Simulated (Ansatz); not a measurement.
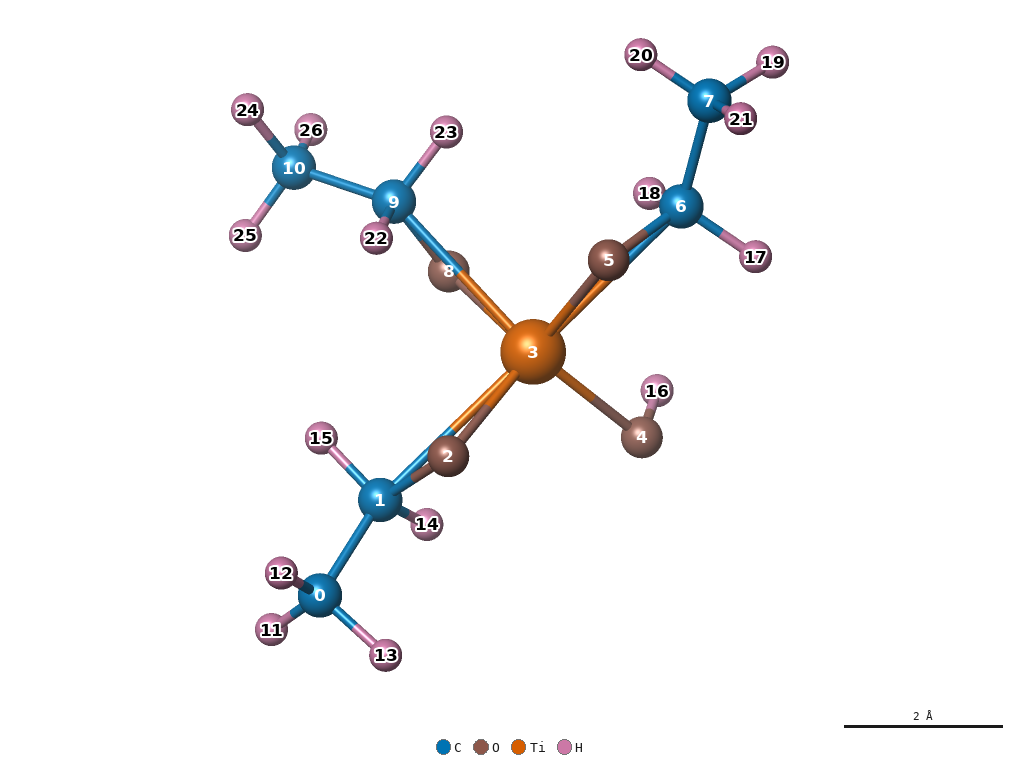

The structure as it stands in the input. Atoms are numbered from 0, in the order of the input.

The calculation was set up as follows.

```yaml
crystal:
  periodic: [false, false, false]
  atoms:
    - {symbol: C, position_ang: [-0.800100, -4.140000, -0.451700]}
    - {symbol: C, position_ang: [-0.757500, -2.657800, 0.013500]}
    - {symbol: O, position_ang: [-0.543100, -1.810200, -1.084700]}
    - {symbol: Ti, position_ang: [-0.781500, 0.011900, -0.393300]}
    - {symbol: O, position_ang: [-2.793000, 0.263400, -0.231200]}
    - {symbol: O, position_ang: [-0.120200, 1.333600, -1.654200]}
    - {symbol: C, position_ang: [-0.585500, 2.551100, -1.212900]}
    - {symbol: C, position_ang: [0.339000, 3.683400, -1.701900]}
    - {symbol: O, position_ang: [0.001500, 0.240400, 1.411900]}
    - {symbol: C, position_ang: [1.365100, 0.322400, 1.120200]}
    - {symbol: C, position_ang: [2.152800, -0.099400, 2.339800]}
    - {symbol: H, position_ang: [-1.022400, -4.756300, 0.418100]}
    - {symbol: H, position_ang: [0.054800, -4.371600, -0.964000]}
    - {symbol: H, position_ang: [-1.705300, -4.188000, -1.175400]}
    - {symbol: H, position_ang: [-1.707100, -2.375400, 0.507600]}
    - {symbol: H, position_ang: [0.081600, -2.525100, 0.765400]}
    - {symbol: H, position_ang: [-2.877000, 0.941500, 0.533300]}
    - {symbol: H, position_ang: [-1.645600, 2.717000, -1.607900]}
    - {symbol: H, position_ang: [-0.656300, 2.547900, -0.099700]}
    - {symbol: H, position_ang: [-0.134900, 4.665200, -1.335300]}
    - {symbol: H, position_ang: [1.297700, 3.530300, -1.301300]}
    - {symbol: H, position_ang: [0.371200, 3.635000, -2.819800]}
    - {symbol: H, position_ang: [1.638900, -0.309100, 0.200800]}
    - {symbol: H, position_ang: [1.607000, 1.383100, 0.821400]}
    - {symbol: H, position_ang: [3.288200, -0.038600, 2.111000]}
    - {symbol: H, position_ang: [1.910700, -1.116900, 2.588200]}
    - {symbol: H, position_ang: [1.919300, 0.531600, 3.215600]}
basis:
  gaussian: {orbitals: def2-SVP}
hamiltonian: {xc: pbe, dispersion: d4}
relax: {f_tol: 0.03, max_steps: 200}
```

It was started with:

```sh
ansatz run in.yaml --threads 11 --pin off --events-out ev --progress --plain --max-ram 120832MiB --backend cuda --devices 0, --max-vram 75GiB
```

Result (its end):

```
mean field -37755.31386190 eV, -1387.4821929539 hartree, gradient 2.4e-5 eV, S^2 0.000000; 1 other end points of the search recorded, 0 dependent functions left out
the calculation of the forces begins
reference -37755.31394967 eV, -1387.4821961793 hartree; 53, 53 occupied and 198, 198 virtual orbitals, 2828 factors
Total energy: -37755.96250893 eV, -1387.5060302925 hartree
Atom 0 at    -1.222645    -3.448935    -0.958684 Å, force    -0.000178     0.001094     0.002971 eV/Å
Atom 1 at    -0.654767    -2.717719     0.252968 Å, force     0.001771     0.000373    -0.003039 eV/Å
Atom 2 at    -0.323253    -1.388542    -0.064854 Å, force    -0.002175    -0.006358    -0.000458 eV/Å
Atom 3 at    -0.816232     0.299234     0.343647 Å, force     0.009462     0.005475    -0.003545 eV/Å
Atom 4 at    -2.278726     0.192364     1.419160 Å, force    -0.007707    -0.001747    -0.000342 eV/Å
Atom 5 at    -1.221738     1.177517    -1.171148 Å, force     0.000011     0.000066    -0.001230 eV/Å
Atom 6 at    -0.989571     2.279176    -2.008006 Å, force    -0.005916     0.009094    -0.000971 eV/Å
Atom 7 at     0.355479     2.947837    -1.741703 Å, force     0.006363    -0.007770     0.003006 eV/Å
Atom 8 at     0.510976     1.120473     1.239452 Å, force     0.007980    -0.001129     0.003067 eV/Å
Atom 9 at     1.866372     1.051804     1.605148 Å, force     0.016083    -0.002311     0.005614 eV/Å
Atom 10 at     2.249772    -0.325166     2.140846 Å, force    -0.020382     0.005009    -0.010994 eV/Å
Atom 11 at    -1.453156    -4.505062    -0.708980 Å, force    -0.000375     0.001782     0.000553 eV/Å
Atom 12 at    -0.497240    -3.437349    -1.797030 Å, force    -0.001268    -0.000358     0.004009 eV/Å
Atom 13 at    -2.156027    -2.961729    -1.307590 Å, force     0.003916    -0.003130     0.001942 eV/Å
Atom 14 at    -1.390568    -2.734185     1.093099 Å, force     0.000497    -0.000286    -0.001581 eV/Å
Atom 15 at     0.262210    -3.239288     0.617647 Å, force    -0.002072     0.002085    -0.000092 eV/Å
Atom 16 at    -3.191826     0.238108     1.084188 Å, force     0.000672     0.003027     0.003756 eV/Å
Atom 17 at    -1.044187     1.940078    -3.070015 Å, force     0.002243    -0.001025     0.002279 eV/Å
Atom 18 at    -1.814201     3.019909    -1.873149 Å, force     0.000395    -0.003768    -0.001703 eV/Å
Atom 19 at     0.498608     3.823439    -2.407475 Å, force    -0.001460    -0.001352     0.000029 eV/Å
Atom 20 at     0.421344     3.289716    -0.689014 Å, force    -0.000486    -0.000041    -0.001747 eV/Å
Atom 21 at     1.187784     2.236372    -1.921243 Å, force     0.000635     0.003368     0.001326 eV/Å
Atom 22 at     2.504573     1.311909     0.725229 Å, force    -0.015949    -0.002782     0.025329 eV/Å
Atom 23 at     2.062112     1.833386     2.377973 Å, force    -0.004798    -0.022967    -0.017524 eV/Å
Atom 24 at     3.324455    -0.357504     2.414078 Å, force    -0.003589     0.002285    -0.001713 eV/Å
Atom 25 at     2.055585    -1.104723     1.375376 Å, force     0.003630     0.019987     0.014215 eV/Å
Atom 26 at     1.653169    -0.571720     3.043581 Å, force     0.012695     0.001378    -0.023155 eV/Å
Dipole moment:     0.024485    -0.009563    -0.173480 e Å
```
